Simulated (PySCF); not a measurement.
**CH6FNSn (SMILES [CH3][SnH]([NH2])[F]): levels of theory compared**

Aim: a comparison of 6 runs (HF/STO-3G, HF/3-21G, HF/def2-SVP, CAM-B3LYP/STO-3G, SVWN5/def2-SVPD, MP2/3-21G) of CH6FNSn. 

The calculation is run with PySCF 2.14.0.

### Step 1. Starting point

CH6FNSn has 10 atoms, charge 0, and is taken as a singlet. As SMILES, `[CH3][SnH]([NH2])[F]`. The coordinates come from a PBE0-D4/def2-TZVP relaxation. This is one conformer, not always the lowest.

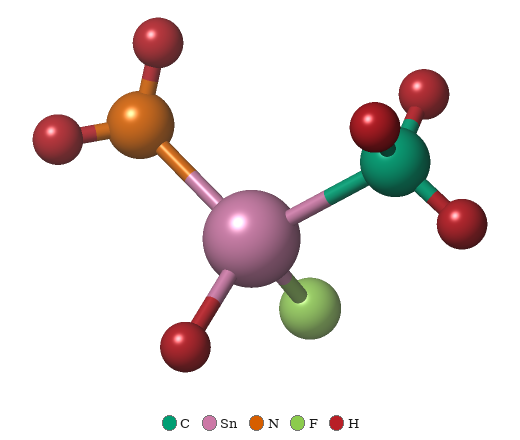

Viewed from a chosen angle; carbon teal, tin pink, nitrogen orange, fluorine green, hydrogen red.

### Step 2. Energy and forces at HF/STO-3G (run 1)

Contents of input.xyz:

```xyz
10

C     -1.023300     1.186900     0.305600
Sn    -0.012600    -0.424100    -0.632800
N      1.522200    -1.085200     0.465800
F     -1.308600    -1.855400    -0.593400
H     -1.191500     0.935400     1.352900
H     -0.432400     2.100700     0.242800
H     -1.985300     1.342500    -0.181300
H      0.413300    -0.329300    -2.280300
H      1.719700    -0.610700     1.333200
H      2.381600    -1.312000    -0.009700
```

Contents of input.py:

```python
# [CH3][SnH]([NH2])[F]
from pyscf import gto, scf

molecule = gto.M(
    atom='input.xyz',
    verbose=4,
    basis='sto-3g',
    max_memory=1860,
)

mf = scf.RHF(molecule)
mf.conv_tol = 1e-10
mf.kernel()
if not mf.converged:
    mf = mf.newton().run(mf.mo_coeff, mf.mo_occ)

energy = mf.e_tot
print(f'total energy: {energy:.8f} hartree')
grad = mf.nuc_grad_method().kernel()
mf.analyze()
```

Launch:

```sh
$ OMP_NUM_THREADS=1 python input.py
```

Log:

```text
PySCF version 2.14.0

[... 82 lines left out ...]
Two-electron Coulomb Energy =         2956.456663649449638
[... 8 lines left out ...]
MO #6   energy= -29.6247456498372  occ= 2
[... 6 lines left out ...]
MO #13  energy= -18.2092998041884  occ= 2
[... 6 lines left out ...]
MO #20  energy= -3.58267651281599  occ= 2
[... 6 lines left out ...]
MO #27  energy= -0.904547375994609 occ= 2
[... 6 lines left out ...]
MO #34  energy= -0.427024084664037 occ= 2
[... 6 lines left out ...]
MO #41  energy= 0.425547026589464  occ= 0
[... 6 lines left out ...]
MO #48  energy= 0.790658389544974  occ= 0
[... 61 lines left out ...]
Dipole moment(X, Y, Z, Debye):  1.41774,  2.43585, -0.47551
```

Run time: 10 s. Hardware: 1 thread of Intel Xeon at 2.50GHz (Skylake/Cascade Lake), shared host; peak memory 0.12 GiB.

### Step 3. Energy and gradient at HF/3-21G (run 2)

Contents of start.xyz:

```xyz
10
CH6FNSn
C     -1.023300     1.186900     0.305600
Sn    -0.012600    -0.424100    -0.632800
N      1.522200    -1.085200     0.465800
F     -1.308600    -1.855400    -0.593400
H     -1.191500     0.935400     1.352900
H     -0.432400     2.100700     0.242800
H     -1.985300     1.342500    -0.181300
H      0.413300    -0.329300    -2.280300
H      1.719700    -0.610700     1.333200
H      2.381600    -1.312000    -0.009700
```

Contents of input.py:

```python
import pyscf.grad
from pyscf import gto, scf

mol = gto.M(
    atom='start.xyz',
    verbose=4,
    max_memory=1860,
    spin=0,
    basis='3-21g',
)

hf = scf.RHF(mol)
hf.conv_tol = 1e-10
hf.kernel()
if not hf.converged:
    hf = hf.newton().run(hf.mo_coeff, hf.mo_occ)

etot = hf.e_tot
print('E(%s) = %.9f' % ('HF', etot))
grad = hf.Gradients().kernel()
hf.analyze()
```

Launch:

```sh
$ OMP_NUM_THREADS=1 python input.py
```

Log:

```text
PySCF version 2.14.0

[... 85 lines left out ...]
DFT Exchange-Correlation Energy =     -182.793440908219509
[... 11 lines left out ...]
MO #10  energy= -26.0400528068214  occ= 2
[... 9 lines left out ...]
MO #20  energy= -3.94431847638316  occ= 2
[... 9 lines left out ...]
MO #30  energy= -0.648606224169704 occ= 2
[... 9 lines left out ...]
MO #40  energy= 0.144654017289633  occ= 0
[... 9 lines left out ...]
MO #50  energy= 0.474226133185136  occ= 0
[... 9 lines left out ...]
MO #60  energy= 1.36419212160365   occ= 0
[... 9 lines left out ...]
MO #70  energy= 3.73054179428536   occ= 0
[... 83 lines left out ...]
Dipole moment(X, Y, Z, Debye):  2.49476,  3.75439,  0.12406
```

It took 9.3 s on 1 thread of Intel Xeon at 2.50GHz (Skylake/Cascade Lake), shared host; peak memory 0.14 GiB.

Runs 3 to 4 aren't shown in full; the table further down has their settings and results.

### Step 4. Energy and forces at SVWN5/def2-SVPD (core potential) (run 5)

Contents of calc.py:

```python
from pyscf import gto, dft

molecule = gto.M(
    atom='''
C     -1.933757     2.242916     0.577500
Sn    -0.023811    -0.801433    -1.195819
N      2.876541    -2.050731     0.880234
F     -2.472896    -3.506198    -1.121363
H     -2.251609     1.767650     2.556610
H     -0.817118     3.969748     0.458826
H     -3.751673     2.536957    -0.342607
H      0.781024    -0.622287    -4.309142
H      3.249762    -1.154056     2.519383
H      4.500572    -2.479321    -0.018330
''',
    charge=0,
    unit='bohr',
    max_memory=1860,
    verbose=3,
    ecp={'Sn': 'def2-svp'},
    basis='def2-svpd',
)

calc0 = dft.RKS(molecule, xc='svwn')
calc0.grids.level = 5
calc0.conv_tol = 1e-10
calc0.kernel()
if not calc0.converged:
    calc0 = calc0.newton().run(calc0.mo_coeff, calc0.mo_occ)

etot = calc0.e_tot
print(f'total energy: {etot:.8f} hartree')
grad = calc0.nuc_grad_method().kernel()
dip = calc0.dip_moment()
pop, q = calc0.mulliken_pop()
```

Launch:

```sh
$ OMP_NUM_THREADS=1 python calc.py
```

Log:

```text
converged SCF energy = -408.685062881527
total energy: -408.68506288 hartree
[... 8 lines left out ...]
Dipole moment(X, Y, Z, Debye):  2.11813,  3.36130,  0.30323
[... 154 lines left out ...]
charge of    9H =     -0.04723
```

Wall time 1.7 min (1 thread of Intel Xeon at 2.50GHz (Skylake/Cascade Lake), shared host); peak memory 0.99 GiB.

### Step 5. Energy and gradient at MP2/3-21G (run 6)

Contents of mol.xyz:

```xyz
10

C     -1.023300     1.186900     0.305600
Sn    -0.012600    -0.424100    -0.632800
N      1.522200    -1.085200     0.465800
F     -1.308600    -1.855400    -0.593400
H     -1.191500     0.935400     1.352900
H     -0.432400     2.100700     0.242800
H     -1.985300     1.342500    -0.181300
H      0.413300    -0.329300    -2.280300
H      1.719700    -0.610700     1.333200
H      2.381600    -1.312000    -0.009700
```

Contents of calc.py:

```python
# [CH3][SnH]([NH2])[F]
import pyscf.grad
from pyscf import gto, mp

molecule = gto.M(
    atom='mol.xyz',
    spin=0,
    basis='3-21g',
    verbose=4,
    max_memory=1860,
)

mf = molecule.RHF()
mf.conv_tol = 1e-10
mf.kernel()
if not mf.converged:
    mf = mf.newton().run(mf.mo_coeff, mf.mo_occ)

pt = mp.MP2(mf, frozen=21).run()
e_tot = pt.e_tot
print('E = %.10f Eh' % e_tot)
grad = pt.Gradients().kernel()
dip = mf.dip_moment()
pop, q = mf.mulliken_pop()
```

Launch:

```sh
$ OMP_NUM_THREADS=1 python calc.py
```

Log:

```text
PySCF version 2.14.0

[... 66 lines left out ...]
converged SCF energy = -6190.51906934051
[... 17 lines left out ...]
Dipole moment(X, Y, Z, Debye):  2.49476,  3.75439,  0.12406
[... 81 lines left out ...]
charge of    9H =      0.31543
```

Wall time 16 s (1 thread of Intel Xeon at 2.50GHz (Skylake/Cascade Lake), shared host); peak memory 0.44 GiB.

### Step 6. The series

```tsv
run	level	core potential	integration grid	energy (Eh)	dipole moment (D) of the reference	HOMO energy (eV)	LUMO energy (eV)	wall time
1	HF/STO-3G	–	–	-6156.002517	2.86	-7.73	10.26	10 s
2	HF/3-21G	–	–	-6190.519069	4.51	-10.53	3.94	9.3 s
3	HF/def2-SVP (core potential)	def2-svp	–	-408.461545	4.46	-10.89	3.45	28 s
4	CAM-B3LYP/STO-3G	–	5	-6159.096295	2.34	-4.67	7.06	64 s
5	SVWN5/def2-SVPD (core potential)	def2-svp	5	-408.685063	3.98	-6.29	-1.15	1.7 min
6	MP2/3-21G	–	–	-6190.888386	4.51	-10.53	3.94	16 s
```

### Step 7. Outcome

| quantity | value |
| --- | --- |
| run 6: total energy | -6190.88839 Eh |
| run 6: dipole moment (Hartree–Fock density) | 4.51 D |
| run 6: HOMO energy (Hartree–Fock orbitals) | -10.53 eV |
| run 6: LUMO energy (Hartree–Fock orbitals) | 3.94 eV |
| run 6: HOMO–LUMO gap (Hartree–Fock orbitals) | 14.46 eV |
| run 6: correlation energy (21 core orbitals frozen) | -369.3 mEh |
| run 6: largest force on an atom | 1.519 eV/Å |

**Reading.** Over runs 1, 2, 3, 4, 5 the dipole moment (its size) runs from 2.34 D (CAM-B3LYP/STO-3G) to 4.51 D (HF/3-21G). The two ends differ in method and basis. Over runs 1, 2, 3, 4, 5 the HOMO–LUMO gap runs from 5.14 eV (SVWN5/def2-SVPD) to 17.99 eV (HF/STO-3G). The two ends differ in method and basis and core potential. Totals of different functionals can't be ranked against each other. Some runs of one species differ in core potentials or relativity; totals across that change don't compare. In runs 1, 4 the basis is minimal, so the values are rough. In runs 1, 2, 4, 6 relativity is left out where basis or elements ask for it. All runs together took 3.8 min, the longest 1.7 min.
